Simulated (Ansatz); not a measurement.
# Nudged elastic band of C2H8AlCl

C2H8AlCl, computed with RKS PBE-D4/def2-SVP (Ansatz 0.2.0).

It belongs to a series of runs on one base structure; here: band between the two ends.

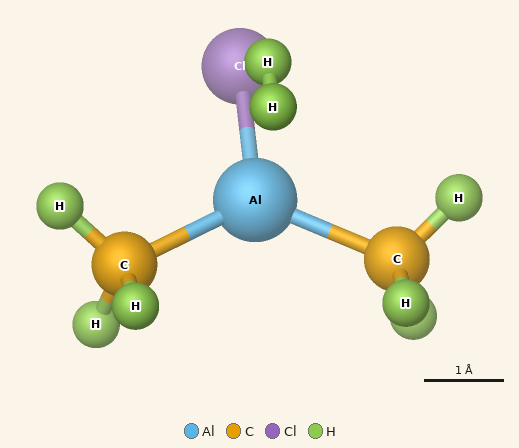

The input geometry (ball-and-stick view, seen at an oblique angle). Sticks mark near contacts. Bond lengths as drawn: Al–C 1.96 Å, Al–Cl 2.15 Å, C–H 1.11 Å and H–H 0.77 Å.

### Input file
```yaml
crystal:
  periodic: [false, false, false]
  atoms:
    - { symbol: Al, position_ang: [-0.163359, 0.513425, 0.166105] }
    - { symbol: C, position_ang: [1.657191, 0.118993, 0.768209] }
    - { symbol: C, position_ang: [-0.901989, 0.067687, -1.591267] }
    - { symbol: Cl, position_ang: [-1.339994, 1.801929, 1.418093] }
    - { symbol: H, position_ang: [-0.92401, -1.574737, 1.025229] }
    - { symbol: H, position_ang: [-1.313371, -1.056961, 1.448858] }
    - { symbol: H, position_ang: [2.349915, 0.922998, 0.436242] }
    - { symbol: H, position_ang: [1.730784, 0.069139, 1.873903] }
    - { symbol: H, position_ang: [2.044889, -0.832556, 0.347415] }
    - { symbol: H, position_ang: [-2.010647, 0.026899, -1.583591] }
    - { symbol: H, position_ang: [-0.516767, -0.901036, -1.97555] }
    - { symbol: H, position_ang: [-0.612643, 0.84422, -2.333747] }
basis:
  gaussian: { orbitals: def2-SVP }
hamiltonian:
  xc: pbe
  dispersion: d4
neb:
  order_check: false
  images: 5
  f_tol: 0.05
  max_iterations: 60
  spring: { min: 2.0, max: 10.0 }
  final_atoms:
    - { symbol: Al, position_ang: [-1.19506541, 0.28505439, 0.40386781] }
    - { symbol: C, position_ang: [1.54464307, -0.32700155, 0.846538] }
    - { symbol: C, position_ang: [-0.94946335, 0.00032513, -1.51434829] }
    - { symbol: Cl, position_ang: [-1.15613342, 2.30381867, 1.12162736] }
    - { symbol: H, position_ang: [0.77082347, -1.11140823, 0.98177987] }
    - { symbol: H, position_ang: [-1.71175952, -0.80266272, 1.44927249] }
    - { symbol: H, position_ang: [1.13585811, 0.69932434, 0.96840326] }
    - { symbol: H, position_ang: [2.30191244, -0.47374702, 1.63925781] }
    - { symbol: H, position_ang: [2.00285572, -0.42586262, -0.15372603] }
    - { symbol: H, position_ang: [-1.88961599, 0.24725426, -2.05511831] }
    - { symbol: H, position_ang: [-0.69644245, -1.05295222, -1.75760707] }
    - { symbol: H, position_ang: [-0.15761367, 0.65785759, -1.93004789] }
  initial_path:
    images:
      - { positions_ang: [[-0.163359, 0.513425, 0.166105], [1.657191, 0.118993, 0.768209], [-0.901989, 0.067687, -1.591267], [-1.339994, 1.801929, 1.418093], [-0.92401, -1.574737, 1.025229], [-1.313371, -1.056961, 1.448858], [2.349915, 0.922998, 0.436242], [1.730784, 0.069139, 1.873903], [2.044889, -0.832556, 0.347415], [-2.010647, 0.026899, -1.583591], [-0.516767, -0.901036, -1.97555], [-0.612643, 0.84422, -2.333747]] }
      - { positions_ang: [[-0.35609687, 0.47375127, 0.1962338], [1.5677812, 0.03578853, 0.81428212], [-0.93551531, 0.07820885, -1.61889057], [-1.37964363, 1.80541016, 1.44490001], [-0.55644281, -1.31682639, 1.06259275], [-1.09487219, -1.13846291, 1.4047127], [2.13092052, 0.89568133, 0.4473459], [1.74240734, 0.01493888, 1.89305803], [2.02173483, -0.84694892, 0.35418403], [-1.93815143, 0.2552757, -1.76140306], [-0.76438384, -0.91657938, -1.93416038], [-0.43773881, 0.65976287, -2.30295634]] }
      - { positions_ang: [[-0.54883475, 0.43407755, 0.22636261], [1.4783714, -0.04741593, 0.86035524], [-0.96904161, 0.08873069, -1.64651414], [-1.41929325, 1.80889133, 1.47170701], [-0.18887562, -1.05891578, 1.09995651], [-0.87637339, -1.21996482, 1.36056741], [1.91192604, 0.86836467, 0.4584498], [1.75403069, -0.03926124, 1.91221306], [1.99858065, -0.86134184, 0.36095305], [-1.86565586, 0.48365239, -1.93921512], [-1.01200068, -0.93212276, -1.89277076], [-0.26283461, 0.47530574, -2.27216568]] }
      - { positions_ang: [[-0.74157262, 0.39440382, 0.25649141], [1.38896159, -0.1306204, 0.90642836], [-1.00256792, 0.09925254, -1.6741377], [-1.45894288, 1.81237249, 1.49851402], [0.17869157, -0.80100518, 1.13732026], [-0.65787458, -1.30146673, 1.31642211], [1.69293156, 0.841048, 0.4695537], [1.76565403, -0.09346136, 1.93136809], [1.97542648, -0.87573475, 0.36772208], [-1.7931603, 0.71202909, -2.11702718], [-1.25961752, -0.94766614, -1.85138114], [-0.08793042, 0.29084861, -2.24137502]] }
      - { positions_ang: [[-0.89273688, 0.35795401, 0.30561688], [1.44085542, -0.19608078, 0.88646491], [-0.98486639, 0.06627673, -1.62087457], [-1.3580064, 1.97618788, 1.37288513], [0.37606887, -0.90447286, 1.08547347], [-1.00916956, -1.13519873, 1.36070557], [1.50724041, 0.79380678, 0.63583689], [1.94440684, -0.22022324, 1.833998], [1.98456956, -0.72577737, 0.19390604], [-1.82531219, 0.55710414, -2.09639089], [-1.0718925, -0.9827615, -1.82012312], [-0.11115817, 0.41318493, -2.13759931]] }
      - { positions_ang: [[-1.04390115, 0.3215042, 0.35474235], [1.49274925, -0.26154117, 0.86650145], [-0.96716487, 0.03330093, -1.56761143], [-1.25706991, 2.14000328, 1.24725625], [0.57344617, -1.00794054, 1.03362667], [-1.36046454, -0.96893072, 1.40498903], [1.32154926, 0.74656556, 0.80212007], [2.12315964, -0.34698513, 1.7366279], [1.99371264, -0.57582, 0.02009001], [-1.85746409, 0.4021792, -2.0757546], [-0.88416748, -1.01785686, -1.7888651], [-0.13438592, 0.53552126, -2.0338236]] }
      - { positions_ang: [[-1.19506541, 0.28505439, 0.40386781], [1.54464307, -0.32700155, 0.846538], [-0.94946335, 0.00032513, -1.51434829], [-1.15613342, 2.30381867, 1.12162736], [0.77082347, -1.11140823, 0.98177987], [-1.71175952, -0.80266272, 1.44927249], [1.13585811, 0.69932434, 0.96840326], [2.30191244, -0.47374702, 1.63925781], [2.00285572, -0.42586262, -0.15372603], [-1.88961599, 0.24725426, -2.05511831], [-0.69644245, -1.05295222, -1.75760707], [-0.15761367, 0.65785759, -1.93004789]] }
```

Run as:
```bash
ansatz run input.yaml --threads 2 --pin off --max-ram 3072MiB --backend cpu --events-out ev --progress --plain --runs-dir out
```

### Log
```
Engine: ansatz 0.2.0, aarch64-unknown-linux-gnu
Functional definition: PBE
  parameter kappa = 0.804
  parameter beta = 0.06672455060314922
  exchange = pbe_x(kappa = kappa, mu = beta*pi^2/3)
  correlation = pbe_c(beta = beta)
1168 factors; their error is unknown
mean field evaluation 1: about -21291.3389 eV, gradient 7.6e1 eV
mean field evaluation 2: about -21271.8104 eV, gradient 1.0e2 eV
mean field evaluation 4: about -21305.7751 eV, gradient 6.3e0 eV
mean field evaluation 8: about -21305.8866 eV, gradient 3.4e-2 eV
mean field evaluation 16: about -21305.8352 eV, gradient 6.5e-5 eV
mean field -21305.83522519 eV, -782.9750029121 hartree, gradient 6.5e-5 eV, S^2 0.000000; 0 other end points of the search recorded, 0 dependent functions left out
the calculation of the forces begins
reference -21305.83526293 eV, -782.9750042988 hartree; 25, 25 occupied and 79, 79 virtual orbitals, 1168 factors
1168 factors; their error is unknown
mean field evaluation 32: about -21306.1158 eV, gradient 1.5e-4 eV
mean field -21306.11584037 eV, -782.9853153296 hartree, gradient 2.3e-5 eV, S^2 0.000000; 0 other end points of the search recorded, 0 dependent functions left out
[... from here on the field's lines of each further geometry are left out, up to the last ...]
NEB iter   1: max|band force component| = 5.672e0 eV/Å  barrier→ = 1.5844 eV  barrier← = 1.8596 eV  Δτ_max = 0.2000 Å  (183 SCF iters)
NEB iter   2: max|band force component| = 1.311e0 eV/Å  barrier→ = 1.0635 eV  barrier← = 1.3387 eV  Δτ_max = 0.1985 Å  (137 SCF iters)
NEB iter   3: max|band force component| = 4.035e-1 eV/Å  barrier→ = 1.0443 eV  barrier← = 1.3195 eV  CI = image 3  Δτ_max = 0.1970 Å  (137 SCF iters)
NEB iter   4: max|band force component| = 2.034e-1 eV/Å  barrier→ = 1.0323 eV  barrier← = 1.3075 eV  CI = image 3  Δτ_max = 0.0717 Å  (136 SCF iters)
NEB iter   5: max|band force component| = 1.395e-1 eV/Å  barrier→ = 1.0278 eV  barrier← = 1.3030 eV  CI = image 3  Δτ_max = 0.1208 Å  (135 SCF iters)
NEB iter   6: max|band force component| = 1.053e-1 eV/Å  barrier→ = 1.0240 eV  barrier← = 1.2992 eV  CI = image 3  Δτ_max = 0.1592 Å  (135 SCF iters)
NEB iter   7: max|band force component| = 1.486e-1 eV/Å  barrier→ = 1.0174 eV  barrier← = 1.2925 eV  CI = image 3  Δτ_max = 0.0801 Å  (133 SCF iters)
NEB iter   8: max|band force component| = 9.372e-2 eV/Å  barrier→ = 1.0126 eV  barrier← = 1.2877 eV  CI = image 3  Δτ_max = 0.0802 Å  (135 SCF iters)
NEB iter   9: max|band force component| = 7.908e-2 eV/Å  barrier→ = 1.0089 eV  barrier← = 1.2841 eV  CI = image 3  Δτ_max = 0.0802 Å  (135 SCF iters)
NEB iter  10: max|band force component| = 6.961e-2 eV/Å  barrier→ = 1.0065 eV  barrier← = 1.2817 eV  CI = image 3  Δτ_max = 0.0769 Å  (134 SCF iters)
the calculation of the forces begins
reference -21305.84082711 eV, -782.9752087789 hartree; 25, 25 occupied and 79, 79 virtual orbitals, 1168 factors
1168 factors; their error is unknown
mean field -21304.82437884 eV, -782.9378549939 hartree, gradient 1.7e-5 eV, S^2 0.000000; 1 other end points of the search recorded, 0 dependent functions left out
the calculation of the forces begins
reference -21304.82441777 eV, -782.9378564243 hartree; 25, 25 occupied and 79, 79 virtual orbitals, 1168 factors
NEB iter  11: max|band force component| = 3.904e-2 eV/Å  barrier→ = 1.0053 eV  barrier← = 1.2805 eV  CI = image 3  Δτ_max = 0.0000 Å  (273 SCF iters)
```

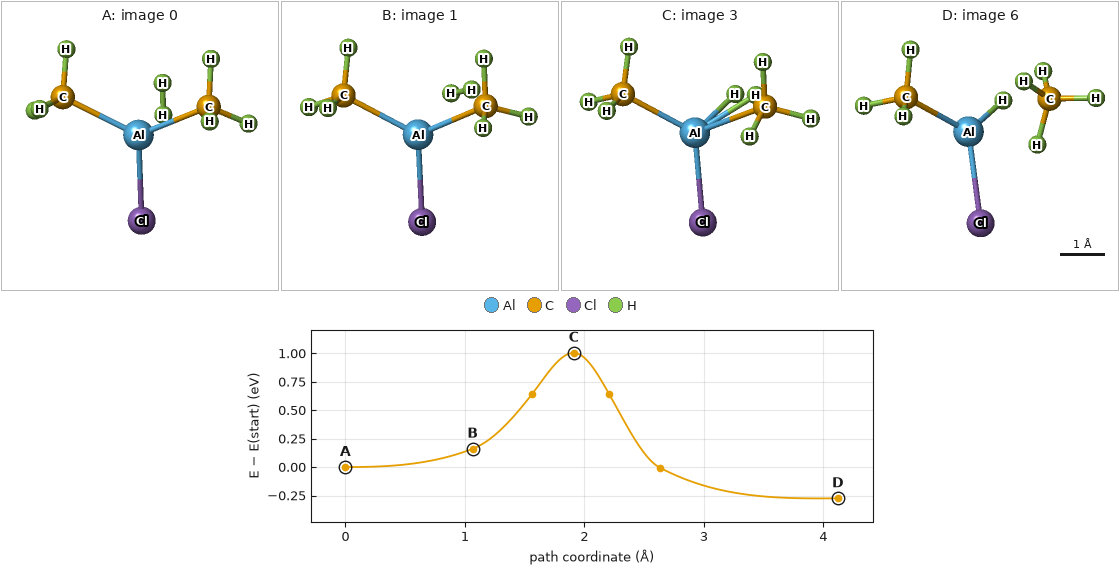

Images of the last band (counted from 0; ball-and-stick, seen at a tilt) above the energy along the path; the line is a cubic interpolation that uses the forces. The highest image is number 3, 1.005 eV above the start and 1.281 eV above the end (the climbing image); the end lies 0.275 eV below the start. The path is 4.12 Å long. The band converged in 11 iterations.

```
Total energy: -21305.05150154 eV, -782.9462015992 hartree
Atom 0 at    -0.620192     0.336928     0.286631 Å, force     0.007749    -0.005996    -0.005169 eV/Å
Atom 1 at     1.368580    -0.170248     0.855796 Å, force    -0.005045     0.008304    -0.014887 eV/Å
Atom 2 at    -0.936892     0.060842    -1.615802 Å, force     0.018032     0.008410     0.039118 eV/Å
Atom 3 at    -1.244787     2.052215     1.383239 Å, force    -0.002857     0.000724     0.001274 eV/Å
Atom 4 at     0.080976    -0.853620     1.224886 Å, force     0.000512     0.008660     0.005547 eV/Å
Atom 5 at    -0.971055    -1.091648     1.251376 Å, force    -0.015389    -0.004824    -0.000437 eV/Å
Atom 6 at     1.728106     0.811370     0.466651 Å, force     0.002289     0.000396     0.005838 eV/Å
Atom 7 at     1.723204    -0.217338     1.904995 Å, force     0.003082    -0.005251     0.002150 eV/Å
Atom 8 at     1.860088    -0.963577     0.258508 Å, force     0.006649    -0.000374    -0.000291 eV/Å
Atom 9 at    -2.012470     0.150467    -1.868452 Å, force    -0.003991    -0.002212    -0.006561 eV/Å
Atom 10 at    -0.586738    -0.939984    -1.941443 Å, force    -0.005736    -0.000719    -0.014459 eV/Å
Atom 11 at    -0.388820     0.824593    -2.206485 Å, force    -0.005296    -0.007117    -0.012124 eV/Å
Dipole moment:     0.332738    -0.313662    -0.188334 e Å
this run last wrote the band of iteration 11 to [file]
```

### The last band as extended XYZ (Å, eV, eV/Å)
```
12
Properties=species:S:1:pos:R:3:forces:R:3 image=0 energy=-21306.05681
Al   -0.1634    0.5134    0.1661   -0.0008   0.0030   0.0003
C     1.6572    0.1190    0.7682    0.0006   0.0036   0.0024
C    -0.9020    0.0677   -1.5913    0.0072   0.0014  -0.0194
Cl   -1.3400    1.8019    1.4181    0.0022  -0.0068  -0.0027
H    -0.9240   -1.5747    1.0252    0.0013   0.0020   0.0001
H    -1.3134   -1.0570    1.4489   -0.0022   0.0015   0.0010
H     2.3499    0.9230    0.4362   -0.0004  -0.0014   0.0001
H     1.7308    0.0691    1.8739    0.0006  -0.0010  -0.0013
H     2.0449   -0.8326    0.3474   -0.0011  -0.0011   0.0001
H    -2.0106    0.0269   -1.5836    0.0106  -0.0025  -0.0015
H    -0.5168   -0.9010   -1.9755   -0.0104   0.0161   0.0066
H    -0.6126    0.8442   -2.3337   -0.0077  -0.0148   0.0144
12
Properties=species:S:1:pos:R:3:forces:R:3 image=1 energy=-21305.89541
Al   -0.3417    0.4811    0.2155    0.1318   0.0694  -0.0277
C     1.4812    0.0093    0.7693    0.0968   0.1227  -0.0532
C    -0.9448    0.0717   -1.5992    0.0281   0.0350   0.0163
Cl   -1.3435    1.9668    1.3849   -0.0522  -0.0402  -0.0225
H    -0.3237   -1.1772    1.3644   -0.2321  -0.2069   0.0911
H    -1.0988   -1.2681    1.2971   -0.1374  -0.1045   0.0226
H     2.0962    0.8802    0.4651    0.2682   0.0259   0.0025
H     1.6490   -0.1370    1.8570   -0.0389   0.0692  -0.0305
H     1.8741   -0.8815    0.2337    0.0155   0.0504  -0.0144
H    -2.0281    0.1623   -1.8097   -0.0135   0.0040   0.0611
H    -0.5944   -0.9266   -1.9362   -0.0252   0.0001   0.0100
H    -0.4254    0.8190   -2.2419   -0.0413  -0.0252  -0.0554
12
Properties=species:S:1:pos:R:3:forces:R:3 image=2 energy=-21305.41703
Al   -0.4807    0.3963    0.2589    0.5795   0.2599  -0.1108
C     1.3958   -0.0957    0.8126    0.1098   0.3058  -0.1866
C    -0.9456    0.0613   -1.6075   -0.0246  -0.0125   0.0534
Cl   -1.2777    2.0221    1.3899   -0.1029  -0.0894  -0.0077
H    -0.1245   -0.9831    1.2841   -0.8573  -0.5122   0.2638
H    -0.9620   -1.1588    1.2825    0.0361  -0.2420   0.1494
H     1.8559    0.8467    0.4602    0.5358   0.1380  -0.0457
H     1.6832   -0.2010    1.8826   -0.1562   0.0815  -0.0968
H     1.8539   -0.9358    0.2465   -0.0324   0.1011  -0.0417
H    -2.0182    0.1551   -1.8639   -0.0337   0.0050   0.0240
H    -0.5847   -0.9327   -1.9444   -0.0185   0.0014  -0.0012
H    -0.3954    0.8256   -2.2017   -0.0355  -0.0365  -0.0001
12
Properties=species:S:1:pos:R:3:forces:R:3 image=3 energy=-21305.05146
Al   -0.6202    0.3369    0.2866    0.0077  -0.0060  -0.0052
C     1.3686   -0.1702    0.8558   -0.0050   0.0083  -0.0149
C    -0.9369    0.0608   -1.6158    0.0180   0.0084   0.0391
Cl   -1.2448    2.0522    1.3832   -0.0029   0.0007   0.0013
H     0.0810   -0.8536    1.2249    0.0005   0.0087   0.0055
H    -0.9711   -1.0916    1.2514   -0.0154  -0.0048  -0.0004
H     1.7281    0.8114    0.4667    0.0023   0.0004   0.0058
H     1.7232   -0.2173    1.9050    0.0031  -0.0053   0.0022
H     1.8601   -0.9636    0.2585    0.0066  -0.0004  -0.0003
H    -2.0125    0.1505   -1.8685   -0.0040  -0.0022  -0.0066
H    -0.5867   -0.9400   -1.9414   -0.0057  -0.0007  -0.0145
H    -0.3888    0.8246   -2.2065   -0.0053  -0.0071  -0.0121
12
Properties=species:S:1:pos:R:3:forces:R:3 image=4 energy=-21305.41740
Al   -0.7391    0.3002    0.3086   -0.8288  -0.3053   0.1304
C     1.3785   -0.2268    0.8828    0.0265  -0.3584   0.2343
C    -0.9388    0.0645   -1.6136    0.0732   0.0585  -0.0026
Cl   -1.2000    2.0896    1.3704    0.1033   0.1079  -0.0384
H     0.2773   -0.7582    1.1853    1.3295   0.6023  -0.3022
H    -1.0566   -1.0490    1.2422   -0.6001   0.1610  -0.1634
H     1.6540    0.7727    0.4585   -0.5654  -0.1750   0.0741
H     1.7767   -0.2250    1.9111    0.2842  -0.0471   0.1149
H     1.8703   -0.9928    0.2582    0.1256  -0.0919   0.0366
H    -2.0191    0.1544   -1.8582    0.0352  -0.0016  -0.0261
H    -0.6086   -0.9470   -1.9292    0.0008   0.0164  -0.0061
H    -0.3947    0.8175   -2.2162    0.0158   0.0331  -0.0516
12
Properties=species:S:1:pos:R:3:forces:R:3 image=5 energy=-21306.06097
Al   -0.9265    0.2569    0.3373   -0.4070  -0.0986   0.0513
C     1.4698   -0.2743    0.9056    0.1629  -0.1055   0.0820
C    -0.9594    0.0758   -1.6041   -0.0138   0.0296   0.0154
Cl   -1.1459    2.1285    1.3448    0.0598   0.0567  -0.0695
H     0.4632   -0.7168    1.1609    0.3837   0.0937  -0.0490
H    -1.2561   -1.0240    1.2467   -0.4440   0.0343  -0.0178
H     1.5329    0.7344    0.4487   -0.2720  -0.0665   0.0192
H     1.9324   -0.2227    1.9052    0.2923   0.0100   0.0223
H     1.9566   -1.0118    0.2466    0.1969  -0.0153   0.0071
H    -2.0334    0.1602   -1.8824    0.0122   0.0003  -0.0960
H    -0.6285   -0.9376   -1.9153    0.0113   0.0293   0.0016
H    -0.4050    0.8315   -2.1941    0.0177   0.0320   0.0331
12
Properties=species:S:1:pos:R:3:forces:R:3 image=6 energy=-21306.33199
Al   -1.1951    0.2851    0.4039   -0.0041  -0.0002   0.0008
C     1.5446   -0.3270    0.8465   -0.0007  -0.0031  -0.0083
C    -0.9495    0.0003   -1.5143    0.0062   0.0033  -0.0139
Cl   -1.1561    2.3038    1.1216    0.0020  -0.0014  -0.0003
H     0.7708   -1.1114    0.9818   -0.0025   0.0041   0.0004
H    -1.7118   -0.8027    1.4493   -0.0016   0.0002  -0.0011
H     1.1359    0.6993    0.9684    0.0022  -0.0068   0.0012
H     2.3019   -0.4737    1.6393    0.0010   0.0048  -0.0026
H     2.0029   -0.4259   -0.1537    0.0011   0.0013   0.0084
H    -1.8896    0.2473   -2.0551    0.0156  -0.0083   0.0101
H    -0.6964   -1.0530   -1.7576   -0.0051   0.0173   0.0014
H    -0.1576    0.6579   -1.9300   -0.0141  -0.0114   0.0039
```

### Results in brief

| quantity | value |
| --- | --- |
| outcome | converged |
| barrier, forward | 1.005 eV |
| barrier, backward | 1.280 eV |
| hardware | 2 threads of Arm Neoverse V2, 24 GiB of memory available, shared host |
| wall time | 96 s (CPU time 3.1 min) |
| peak memory | 0.14 GiB |

### Remarks

The order of the saddle point was not checked.
